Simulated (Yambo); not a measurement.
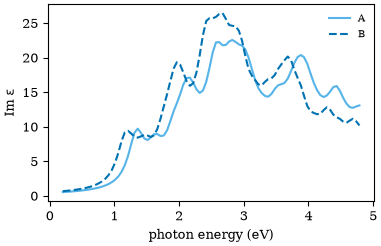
Figure: Two computed absorption spectra of MoTe2 (space group P6_3/mmc, No. 194) (Yambo, PBEsol bands with the same scissor, field along x)

Axes are Cartesian, with cell vectors (Å) (3.57, 0.00, 0.00), (-1.78, 3.09, 0.00), (0.00, 0.00, 14.65).

Problem. Which curve includes the electron-hole attraction (BSE)?

Solution. Curve B: the attraction moves weight to lower energy (centre of the plotted range 2.9 eV against 3.1 eV). Settings: 6×6×1 mesh, 20 valence and 20 conduction bands, static screening with 210 bands and a 3 Ry block, scissor 0.45 eV, Tamm-Dancoff. The scissor comes from a G0W0 run whose convergence isn't established. Broadening 0.15 eV. The band window holds all transitions up to 4.8 eV. On this mesh the peak heights and the fine structure are mesh artefacts; only the shift of weight is robust.

The standard potential for Te keeps a d shell in the valence without the s and p states of that shell. In tests on such compounds this moved G0W0 gaps by up to about 0.9 eV, so absolute quasiparticle energies here are unreliable; differences between settings are what counts.

Spin-orbit coupling is included.

Geometry of the Materials Project entry, not relaxed at this level; primitive cell a = b = 3.5656 Å, c = 14.6478 Å, α = β = 90.00°, γ = 120.00°.

The distance between layers or molecules is the database entry's, not relaxed here. Functionals without dispersion can leave it too large, which widens gaps and weakens the response across layers: the numbers belong to this cell.
